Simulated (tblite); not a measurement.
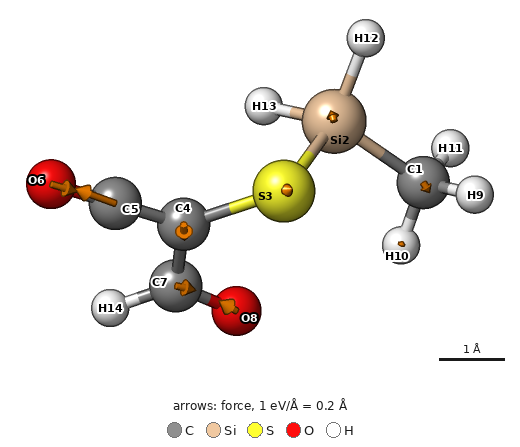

Starting geometry of C4H6O2SSi with the computed forces as orange arrows. A ball-and-stick model, seen from a free direction.

Level of theory: tblite 0.8.0, GFN2-xTB geometry optimisation, gas phase. 

### What follows when this structure is relaxed?

It isn't relaxed: the largest force vector, on C5, is 3.97 eV/Å. The final displacements have little in common with the starting forces (cosine between the two patterns 0.04). O6 moves most after the best rigid fit: 1.33 Å. Largest moves by element: O 1.33 Å, S 1.19 Å, H 0.75 Å, C 0.62 Å, Si 0.43 Å. Some distances before and after: Si2–O8 3.399 → 2.437 Å, Si2–S3 2.146 → 2.207 Å, S3–C4 1.738 → 1.794 Å, C4–C7 1.483 → 1.428 Å. Among the angles between lasting bonds that change: S3–Si2–H12 107.7° → 91.5°, C1–Si2–H13 112.3° → 122.8°, C5–C4–C7 118.2° → 126.7°. Groups turn about S3–C4 by about 65°, Si2–S3 by about 45°. Over 117 geometry steps the energy falls by 8.20 kcal/mol. The run took 0.93 s on 1 thread of Arm Neoverse V1, on a shared host.
